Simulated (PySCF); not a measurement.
# CrCl2: ligand-field states

What do calculations give for the ligand-field states of CrCl2?

Computed with PySCF 2.14.0 and routines of our own; the level stands in each step. Atoms count from 0.

### 1 The system as given

3 atoms, charge 0, states of the metal's open shell are computed; geometry from: model geometry, bond lengths from ionic radii.

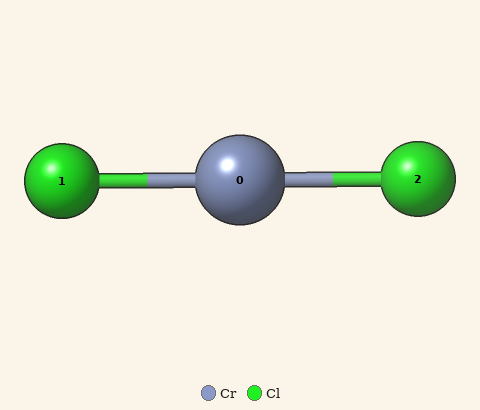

The starting geometry (chromium light blue, chlorine green); sticks join atoms by distance alone.

### 2 Ligand-field states: state-averaged CASSCF

What the job is given:

```
{"job": {"kind": "lf", "basis": {"metal": "x2c-TZVPall", "ligand": "x2c-SVPall"}, "nevpt": true}, "charge": 0, "metal": "Cr", "open_shell": "d4"}
Cr     0.000000     0.000000     0.000000
Cl     0.000000     0.000000     2.270000
Cl     0.000000     0.000000    -2.270000
```

With the program's defaults for keys left out, this is: state-averaged CASSCF of the metal d shell, SC-NEVPT2 on the averaged canonical orbitals, state-interaction spin-orbit coupling.

Launch:

```console
> OMP_NUM_THREADS=1 python lf_run.py task.json out
```

One launch serves the whole session: the jobs run in the order shown.

Standard output:

```text
basis functions 84, electrons 58, active (4e, 5o)
stage 1: DIIS on the effective Fock matrix, level shift 0.30
cycle   1  E = -1971.0407176810  dE = -1.971e+03  max|g| = 2.525e-01
cycle   2  E = -1971.0510587686  dE = -1.034e-02  max|g| = 2.980e-01
cycle   3  E = -1971.1006623618  dE = -4.960e-02  max|g| = 2.406e-01
cycle   4  E = -1971.1294094478  dE = -2.875e-02  max|g| = 9.779e-02
cycle   5  E = -1971.1486669083  dE = -1.926e-02  max|g| = 4.210e-02
cycle   6  E = -1971.1506688511  dE = -2.002e-03  max|g| = 2.237e-02
cycle   7  E = -1971.1499160422  dE =  7.528e-04  max|g| = 3.460e-02
cycle   8  E = -1971.1493907049  dE =  5.253e-04  max|g| = 3.794e-02
cycle   9  E = -1971.1496503397  dE = -2.596e-04  max|g| = 3.699e-02
cycle  10  E = -1971.1495280537  dE =  1.223e-04  max|g| = 4.583e-02
cycle  11  E = -1971.1489007219  dE =  6.273e-04  max|g| = 4.626e-02
cycle  12  E = -1971.1485424946  dE =  3.582e-04  max|g| = 5.242e-02
cycle  13  E = -1971.1466782586  dE =  1.864e-03  max|g| = 7.088e-02
cycle  14  E = -1971.1405498964  dE =  6.128e-03  max|g| = 1.029e-01
cycle  15  E = -1971.1284851627  dE =  1.206e-02  max|g| = 1.452e-01
stage 2: quasi-Newton rotations from the point of smallest gradient
cycle  17  E = -1971.1518096977  dE = -1.141e-03  max|g| = 1.491e-02
cycle  18  E = -1971.1520738922  dE = -2.642e-04  max|g| = 7.586e-03
cycle  19  E = -1971.1521115752  dE = -3.768e-05  max|g| = 1.173e-03
cycle  20  E = -1971.1521136962  dE = -2.121e-06  max|g| = 4.328e-04
cycle  21  E = -1971.1521138320  dE = -1.358e-07  max|g| = 4.864e-05
cycle  22  E = -1971.1521138375  dE = -5.503e-09  max|g| = 1.130e-05
cycle  23  E = -1971.1521138379  dE = -4.145e-10  max|g| = 4.606e-06
converged average energy = -1971.1521138379

 mult deg   label        CASSCF/cm-1   NEVPT2/cm-1
   5   1   5Sigmag+            0.0           0.0
   5   2   5Pig             2228.9         481.2
   5   2   5Deltag          6480.0        5534.9
   3   2   3Hg             20602.2       18068.1
   3   2   3Phig           20163.9       18179.2
   3   2   3Gammag         19982.2       18484.1
   3   2   3Pig            22457.4       18621.8
   3   2   3Deltag         21010.1       18626.5
   3   2   3Pig            21565.7       18655.9
   3   1   3Sigmag-        21824.5       18729.0
   3   1   3Sigmag-        22393.9       19098.4
   3   2   3Deltag         23328.9       19613.2
   3   2   3Pig            24323.2       20055.1
   3   2   3Phig           24489.8       20737.1
   3   1   3Sigmag-        25832.8       21907.5
   3   1   3Sigmag+        25370.8       22200.9
   3   2   3Deltag         26817.8       23640.6
   3   2   3Phig           27580.8       24038.7
   3   2   3Pig            26863.3       24551.4
   3   2   3Gammag         28019.0       25143.8
   1   1   1Sigmag+        30062.2       25791.0
   1   2   1Hg             28990.7       26084.8
   1   2   1Ig             27759.6       26123.5
   1   2   1Pig            30243.5       26160.7
   1   2   1Gammag         30575.8       26789.5
   1   2   1Phig           30934.2       27283.4
   1   2   1Deltag         30886.8       27382.2
   3   2   3Pig            33192.1       27586.6
   1   2   1Gammag         33724.4       28731.7
   1   1   1Sigmag+        35328.5       28763.1
   3   2   3Deltag         34206.1       28977.6
   1   2   1Phig           32831.6       29057.1
   1   2   1Deltag         32605.3       29243.8
   3   1   3Sigmag+        34430.7       29502.4
   1   2   1Pig            32683.5       29506.5
   1   1   1Sigmag+        32946.3       29612.4
   1   2   1Deltag         37089.3       31868.8
   1   2   1Pig            39800.3       34316.1
   1   2   1Phig           40893.1       35228.8
   1   1   1Sigmag+        43378.7       38209.2
   1   2   1Deltag         44970.8       38676.7
   1   2   1Pig            47483.1       40818.3
   3   2   3Phig           49291.9       41463.3
   1   1   1Sigmag-        48154.4       41916.0
   3   2   3Pig            50439.8       41988.8
   3   1   3Sigmag-        51511.1       43843.8
   3   2   3Deltag         53731.1       45873.8
   3   1   3Sigmag-        57787.3       49864.1
   1   2   1Gammag         57996.4       50312.3
   1   2   1Phig           58980.8       50626.8
   3   2   3Pig            58028.7       50629.3
   1   2   1Deltag         60010.6       52136.7
   1   1   1Sigmag+        60614.0       52656.1
   1   2   1Pig            60431.3       52728.1
   1   1   1Sigmag+        75104.7       62462.7
   1   2   1Pig            77952.6       65773.1
   1   2   1Deltag         81932.9       69568.9
   1   1   1Sigmag+       102000.2       85785.8

spin-orbit levels / cm-1
      0.00  x1  5Sigmag+ 0.84 5Pig 0.16
     16.18  x2  5Sigmag+ 0.86 5Pig 0.14
     74.09  x2  5Sigmag+ 0.95 5Pig 0.05
    485.60  x2  5Pig 0.96 5Sigmag+ 0.04
    518.54  x1  5Pig 1.00
    613.25  x1  5Pig 0.84 5Sigmag+ 0.16
    634.14  x2  5Pig 0.89 5Sigmag+ 0.11
    670.29  x2  5Pig 0.95 5Sigmag+ 0.05
    707.05  x2  5Pig 1.00
   5407.92  x2  5Deltag 1.00
   5526.05  x2  5Deltag 1.00
   5640.93  x2  5Deltag 1.00
   5752.81  x2  5Deltag 1.00
   5861.96  x2  5Deltag 1.00
  17998.77  x2  3Hg 0.91 3Gammag 0.07
  18133.89  x2  3Hg 0.93 3Gammag 0.07
  18179.48  x2  3Phig 0.82 3Gammag 0.11 3Deltag 0.05
  18202.90  x2  3Phig 0.89 3Gammag 0.07 3Hg 0.04
  18268.85  x2  3Phig 0.88 3Deltag 0.08
  18295.90  x2  3Hg 1.00
  18439.51  x1  3Pig 0.59 3Sigmag- 0.26 3Sigmag- 0.08
  18525.15  x2  3Pig 0.57 3Deltag 0.24 3Phig 0.08
  18537.32  x2  3Pig 0.63 3Sigmag- 0.20 3Deltag 0.13
  18591.70  x2  3Gammag 0.78 3Deltag 0.17 3Phig 0.05
  18640.38  x2  3Gammag 0.93 3Hg 0.07
  18650.50  x2  3Gammag 0.86 3Phig 0.09 3Hg 0.04
  18682.70  x2  3Pig 0.71 3Deltag 0.19 3Sigmag- 0.08
  18690.81  x1  3Pig 0.67 3Pig 0.31
  18696.73  x2  3Deltag 0.77 3Phig 0.11 3Gammag 0.11
  18734.52  x1  3Pig 0.78 3Sigmag- 0.07 3Sigmag- 0.07
```

Run time: 7.6 s. Hardware: 1 thread of Arm Neoverse V1, shared host; peak memory 0.24 GiB.

From this job:

```csv
quantity,value
spin-orbit constant ζ,224 cm⁻¹
```

Powder susceptibility:

```csv
T (K),χT (cm³ K/mol),μ(eff)
2,0.303,1.56
5,0.748,2.44
10,1.250,3.16
20,1.585,3.56
30,1.717,3.71
50,1.872,3.87
75,1.989,3.99
100,2.070,4.07
150,2.193,4.19
200,2.302,4.29
250,2.409,4.39
300,2.510,4.48
```

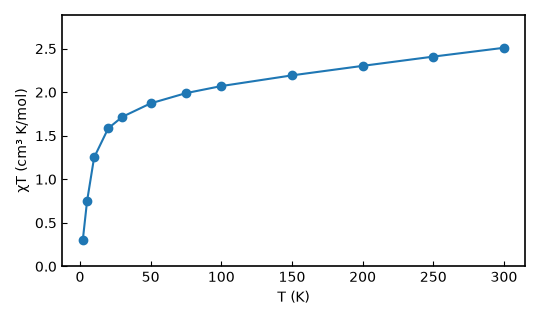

χT against temperature.

The fields below are evaluated on a grid from the run's orbitals.

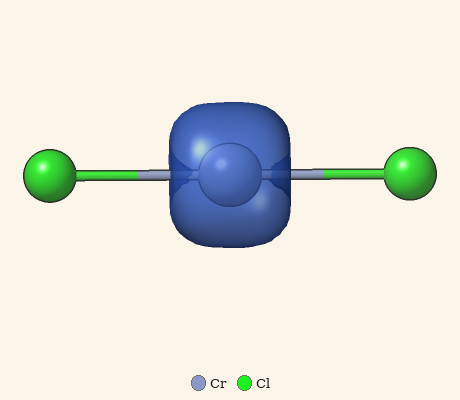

Spin density at ±0.2 e/Å³ (alpha excess blue, beta excess red).

In these pictures sticks join atoms by distance alone, so bonds to metals can be missing or extra.

### 3 Ligand-field states: state-averaged CASSCF (bond angle at 170°)

What the job is given:

```
{"job": {"kind": "lf", "basis": {"metal": "x2c-TZVPall", "ligand": "x2c-SVPall"}, "nevpt": true, "reuse": true}, "charge": 0, "metal": "Cr", "open_shell": "d4"}
Cr     0.000000     0.000000     0.000000
Cl     0.197844     0.000000     2.261362
Cl     0.197844     0.000000    -2.261362
```

Level: state-averaged CASSCF of the metal d shell, SC-NEVPT2 on the averaged canonical orbitals, state-interaction spin-orbit coupling.

Standard output:

```text
basis functions 84, electrons 58, active (4e, 5o)
start from the orbitals of the previous structure
stage 1: DIIS on the effective Fock matrix, level shift 0.30
cycle   1  E = -1970.8288153595  dE = -1.971e+03  max|g| = 1.482e+00
cycle   2  E = -1971.1164589834  dE = -2.876e-01  max|g| = 3.116e-01
cycle   3  E = -1971.1449988883  dE = -2.854e-02  max|g| = 1.037e-01
cycle   4  E = -1971.1461225179  dE = -1.124e-03  max|g| = 5.616e-02
cycle   5  E = -1971.1464212420  dE = -2.987e-04  max|g| = 5.482e-02
cycle   6  E = -1971.1481694370  dE = -1.748e-03  max|g| = 4.464e-02
cycle   7  E = -1971.1495331901  dE = -1.364e-03  max|g| = 3.212e-02
cycle   8  E = -1971.1494058973  dE =  1.273e-04  max|g| = 4.122e-02
cycle   9  E = -1971.1486980427  dE =  7.079e-04  max|g| = 4.668e-02
cycle  10  E = -1971.1474442567  dE =  1.254e-03  max|g| = 5.408e-02
cycle  11  E = -1971.1446722233  dE =  2.772e-03  max|g| = 6.543e-02
cycle  12  E = -1971.1385564462  dE =  6.116e-03  max|g| = 8.445e-02
cycle  13  E = -1971.1231702192  dE =  1.539e-02  max|g| = 1.394e-01
cycle  14  E = -1971.0799799822  dE =  4.319e-02  max|g| = 2.480e-01
cycle  15  E = -1970.9806153412  dE =  9.936e-02  max|g| = 4.224e-01
stage 2: quasi-Newton rotations from the point of smallest gradient
cycle  17  E = -1971.1514713915  dE = -1.938e-03  max|g| = 7.785e-03
cycle  18  E = -1971.1516538509  dE = -1.825e-04  max|g| = 4.995e-03
cycle  19  E = -1971.1516726918  dE = -1.884e-05  max|g| = 2.695e-03
cycle  20  E = -1971.1516774043  dE = -4.713e-06  max|g| = 3.614e-04
cycle  21  E = -1971.1516776568  dE = -2.525e-07  max|g| = 1.045e-04
cycle  22  E = -1971.1516776804  dE = -2.365e-08  max|g| = 2.835e-05
cycle  23  E = -1971.1516776815  dE = -1.083e-09  max|g| = 6.048e-06
converged average energy = -1971.1516776815

 mult deg   label        CASSCF/cm-1   NEVPT2/cm-1
   5   1   5A1                 0.0           0.0
   5   1   5B1              2087.7         354.7
   5   1   5A2              2226.8         501.0
   5   1   5A1              6430.2        5498.2
   5   1   5B2              6430.2        5498.6
   3   1   3B1             20532.7       18017.3
   3   1   3A2             20532.7       18017.3
   3   1   3B1             20132.9       18145.2
   3   1   3A2             20132.9       18145.2
   3   1   3B2             19965.8       18475.6
   3   1   3A1             19965.8       18475.6
   3   1   3B1             21445.1       18553.0
   3   1   3A2             22380.7       18557.6
   3   1   3B2             20951.8       18561.4
   3   1   3A1             20954.3       18565.2
   3   1   3B1             22417.9       18591.8
   3   1   3B2             21763.5       18633.5
   3   1   3A2             21540.3       18656.7
   3   1   3B2             22329.8       19086.6
   3   1   3A1             23278.2       19587.8
   3   1   3B2             23278.7       19588.5
   3   1   3B1             24229.9       19978.5
   3   1   3A2             24294.5       20040.7
   3   1   3A2             24422.1       20685.9
   3   1   3B1             24421.8       20687.1
   3   1   3B2             25751.4       21876.9
   3   1   3A1             25344.4       22184.3
   3   1   3A1             26772.0       23612.3
   3   1   3B2             26772.8       23613.5
   3   1   3B1             27510.2       24001.0
   3   1   3A2             27510.2       24001.0
   3   1   3A2             26837.0       24533.7
   3   1   3B1             26839.6       24542.9
   3   1   3B2             27963.5       25099.2
   3   1   3A1             27963.5       25099.2
   1   1   1A1             30012.6       25713.0
   1   1   1B1             28925.4       26032.4
   1   1   1A2             28925.4       26032.4
   1   1   1A2             30199.3       26097.4
   1   1   1B2             27740.1       26110.8
   1   1   1A1             27740.1       26110.8
   1   1   1B1             30200.4       26122.3
   1   1   1B2             30468.7       26685.1
   1   1   1A1             30468.7       26685.2
   1   1   1B1             30855.6       27229.4
   1   1   1A2             30855.6       27229.4
   1   1   1A1             30842.7       27348.6
   1   1   1B2             30842.9       27349.4
   3   1   3A2             33117.1       27522.8
   3   1   3B1             33138.1       27550.9
   1   1   1B2             33651.5       28715.6
   1   1   1A1             33651.5       28715.7
   1   1   1A1             35275.6       28743.9
   3   1   3B2             34155.9       28941.4
   3   1   3A1             34152.9       28942.2
   1   1   1A2             32797.5       29035.3
   1   1   1B1             32797.6       29036.9
   1   1   1A1             32553.6       29199.6
   1   1   1B2             32556.8       29202.6
   3   1   3A1             34377.0       29457.2

spin-orbit levels / cm-1
      0.00  x1  5A1 0.80 5B1 0.13 5A2 0.07
     12.04  x1  5A1 0.81 5B1 0.16 5A2 0.04
     23.77  x1  5A1 0.84 5A2 0.10 5B1 0.06
     82.03  x1  5A1 0.94 5B1 0.04
     83.07  x1  5A1 0.94 5A2 0.03
    417.39  x1  5B1 0.80 5A2 0.18
    432.24  x1  5B1 0.69 5A2 0.24 5A1 0.07
    450.26  x1  5B1 0.81 5A2 0.17
    538.69  x1  5B1 0.80 5A1 0.18
    539.50  x1  5B1 0.82 5A1 0.17
    656.64  x1  5A2 0.85 5A1 0.07 5B1 0.07
    659.08  x1  5A2 0.81 5B1 0.15 5A1 0.05
    676.00  x1  5A2 0.88 5A1 0.08 5B1 0.04
    687.82  x1  5A2 0.78 5B1 0.22
    690.16  x1  5A2 0.80 5B1 0.17
   5383.04  x2  5A1 0.50 5B2 0.50
   5501.15  x1  5A1 0.50 5B2 0.50
   5501.28  x1  5A1 0.50 5B2 0.50
   5615.93  x1  5A1 1.00
   5616.32  x1  5B2 1.00
   5728.04  x2  5B2 0.50 5A1 0.50
   5837.21  x2  5B2 0.50 5A1 0.50
  17963.17  x2  3B1 0.46 3A2 0.46
  18097.35  x2  3A2 0.47 3B1 0.47 3B2 0.03
  18157.46  x1  3B1 0.82 3A1 0.06 3B2 0.04
  18157.50  x1  3A2 0.82 3B2 0.06 3A1 0.04
  18179.42  x2  3B1 0.44 3A2 0.44 3A1 0.03
  18243.14  x1  3B1 0.45 3A2 0.41 3B2 0.09
  18243.53  x1  3A2 0.45 3B1 0.42 3A1 0.09
  18257.53  x2  3B1 0.49 3A2 0.49
```

It took 4.3 s on 1 thread of Arm Neoverse V1, shared host; peak memory 0.23 GiB.

In short:

```csv
quantity,value
spin-orbit constant ζ,224 cm⁻¹
```

Powder susceptibility:

```csv
T (K),χT (cm³ K/mol),μ(eff)
2,0.295,1.53
20,1.472,3.43
100,1.983,3.98
300,2.489,4.46
```

### 4 Ligand-field states: state-averaged CASSCF (bond angle at 160°)

What the job is given:

```
{"job": {"kind": "lf", "basis": {"metal": "x2c-TZVPall", "ligand": "x2c-SVPall"}, "nevpt": true, "reuse": true}, "charge": 0, "metal": "Cr", "open_shell": "d4"}
Cr     0.000000     0.000000     0.000000
Cl     0.394181     0.000000     2.235514
Cl     0.394181     0.000000    -2.235514
```

With the program's defaults for keys left out, this is: state-averaged CASSCF of the metal d shell, SC-NEVPT2 on the averaged canonical orbitals, state-interaction spin-orbit coupling.

Standard output:

```text
basis functions 84, electrons 58, active (4e, 5o)
start from the orbitals of the previous structure
stage 1: DIIS on the effective Fock matrix, level shift 0.30
cycle   1  E = -1970.8639984190  dE = -1.971e+03  max|g| = 1.189e+00
cycle   2  E = -1971.1173410468  dE = -2.533e-01  max|g| = 2.880e-01
cycle   3  E = -1971.1438057601  dE = -2.646e-02  max|g| = 9.699e-02
cycle   4  E = -1971.1447962090  dE = -9.904e-04  max|g| = 5.559e-02
cycle   5  E = -1971.1451908758  dE = -3.947e-04  max|g| = 5.541e-02
cycle   6  E = -1971.1467775048  dE = -1.587e-03  max|g| = 5.637e-02
cycle   7  E = -1971.1481795649  dE = -1.402e-03  max|g| = 4.233e-02
cycle   8  E = -1971.1481301814  dE =  4.938e-05  max|g| = 3.689e-02
cycle   9  E = -1971.1474308992  dE =  6.993e-04  max|g| = 4.236e-02
cycle  10  E = -1971.1462185210  dE =  1.212e-03  max|g| = 4.988e-02
cycle  11  E = -1971.1436452635  dE =  2.573e-03  max|g| = 6.127e-02
cycle  12  E = -1971.1383568704  dE =  5.288e-03  max|g| = 7.669e-02
cycle  13  E = -1971.1258050719  dE =  1.255e-02  max|g| = 1.206e-01
cycle  14  E = -1971.0911930370  dE =  3.461e-02  max|g| = 2.172e-01
cycle  15  E = -1971.0031609453  dE =  8.803e-02  max|g| = 3.933e-01
stage 2: quasi-Newton rotations from the point of smallest gradient
cycle  17  E = -1971.1500822873  dE = -1.952e-03  max|g| = 8.270e-03
cycle  18  E = -1971.1502610616  dE = -1.788e-04  max|g| = 2.925e-03
cycle  19  E = -1971.1502752213  dE = -1.416e-05  max|g| = 2.440e-03
cycle  20  E = -1971.1502786424  dE = -3.421e-06  max|g| = 3.827e-04
cycle  21  E = -1971.1502788836  dE = -2.412e-07  max|g| = 9.496e-05
cycle  22  E = -1971.1502789061  dE = -2.254e-08  max|g| = 1.683e-05
cycle  23  E = -1971.1502789067  dE = -6.021e-10  max|g| = 3.976e-06
converged average energy = -1971.1502789067

 mult deg   label        CASSCF/cm-1   NEVPT2/cm-1
   5   1   5B1                 0.0           0.0
   5   1   5A1             -1675.8          13.1
   5   1   5A2               539.4         569.1
   5   1   5B2              4602.5        5401.2
   5   1   5A1              4602.6        5401.9
   3   1   3B1             18674.7       17959.1
   3   1   3A2             18674.8       17959.7
   3   1   3B1             18330.2       17960.3
   3   1   3A2             18330.6       17961.3
   3   1   3B1             19416.1       18264.8
   3   1   3B2             19070.9       18334.6
   3   1   3B2             19892.1       18367.8
   3   1   3A2             20474.2       18373.8
   3   1   3A1             19108.6       18391.8
   3   1   3B2             18239.9       18460.4
   3   1   3A1             18239.9       18460.5
   3   1   3B1             20622.2       18515.5
   3   1   3A2             19783.4       18670.4
   3   1   3B2             20492.3       19077.5
   3   1   3A1             21454.7       19529.0
   3   1   3B2             21462.0       19541.8
   3   1   3B1             22275.5       19764.8
   3   1   3A2             22501.7       20184.8
   3   1   3A2             22581.7       20380.2
   3   1   3B1             22552.5       20559.1
   3   1   3B2             23838.1       21803.6
   3   1   3A1             23590.7       22147.8
   3   1   3A1             24951.1       23533.3
   3   1   3B2             24961.9       23545.6
   3   1   3B1             25635.1       23939.0
   3   1   3A2             25635.7       23940.4
   3   1   3A2             25072.8       24451.7
   3   1   3B1             25082.7       24487.7
   3   1   3B2             26122.6       24975.0
   3   1   3A1             26122.5       24975.0
   1   1   1A1             28184.3       25488.0
   1   1   1B1             27040.0       25863.9
   1   1   1A2             27040.0       25863.9
   1   1   1A2             28380.1       25918.7
   1   1   1B1             28386.9       26019.8
   1   1   1B2             25999.5       26070.3
   1   1   1A1             25999.5       26070.3
   1   1   1A1             28456.1       26401.8
   1   1   1B2             28456.3       26401.9
   1   1   1A2             28965.6       27100.6
   1   1   1B1             28965.7       27101.5
   1   1   1A1             29046.0       27234.6
   1   1   1B2             29049.5       27244.9
   3   1   3A2             31223.0       27353.7
   3   1   3B1             31305.3       27464.7
   1   1   1A1             31770.2       28690.5
   1   1   1B2             31770.3       28690.7
   1   1   1A1             33448.3       28718.2
   3   1   3B2             32329.0       28845.3
   3   1   3A1             32289.6       28845.7
   1   1   1A2             31029.3       29010.1
   1   1   1B1             31031.5       29036.5
   1   1   1A1             30684.9       29056.7
   1   1   1B2             30734.1       29091.5
   1   1   1A2             30678.8       29311.0

spin-orbit levels / cm-1
      0.00  x1  5B1 0.49 5A1 0.48
      2.35  x1  5B1 0.50 5A1 0.47
     61.98  x1  5A1 0.50 5B1 0.43 5A2 0.07
    114.33  x1  5B1 0.53 5A1 0.47
    176.96  x1  5A1 0.93 5A2 0.05
    183.46  x1  5B1 0.97
    274.39  x1  5B1 0.53 5A1 0.42 5A2 0.05
    275.23  x1  5A1 0.50 5B1 0.45 5A2 0.05
    388.24  x1  5A1 0.51 5B1 0.49
    388.36  x1  5A1 0.51 5B1 0.49
    787.27  x1  5A2 0.96
    790.89  x1  5A2 0.95 5A1 0.03
    804.82  x1  5A2 0.95 5B1 0.03
    822.12  x1  5A2 0.92 5A1 0.08
    823.64  x1  5A2 0.92 5A1 0.07
   5373.47  x2  5B2 0.50 5A1 0.50
   5491.52  x1  5B2 0.50 5A1 0.50
   5491.97  x1  5B2 0.50 5A1 0.50
   5606.36  x1  5B2 1.00
   5607.10  x1  5A1 1.00
   5718.65  x1  5A1 0.50 5B2 0.50
   5718.74  x1  5A1 0.50 5B2 0.50
   5827.88  x2  5A1 0.50 5B2 0.50
  17992.04  x1  3A2 0.46 3B1 0.33 3B1 0.14
  17992.11  x1  3B1 0.46 3A2 0.33 3A2 0.14
  18069.00  x1  3B1 0.76 3B1 0.09 3B2 0.04
  18070.22  x1  3A2 0.76 3A2 0.09 3A1 0.04
  18094.47  x1  3B1 0.51 3A2 0.30 3A2 0.16
  18094.59  x1  3A2 0.49 3B1 0.32 3B1 0.17
  18129.73  x1  3B1 0.84 3B1 0.10
```

Wall time 4.3 s (1 thread of Arm Neoverse V1, shared host); peak memory 0.23 GiB.

Warnings kept with the result: spin Hamiltonian not valid, low-lying orbital states.

Key values:

```csv
quantity,value
spin-orbit constant ζ,224 cm⁻¹
```

Powder susceptibility:

```csv
T (K),χT (cm³ K/mol),μ(eff)
2,0.636,2.26
20,1.062,2.91
100,1.712,3.70
300,2.480,4.45
```

(Part 1 of 2 ends here.)
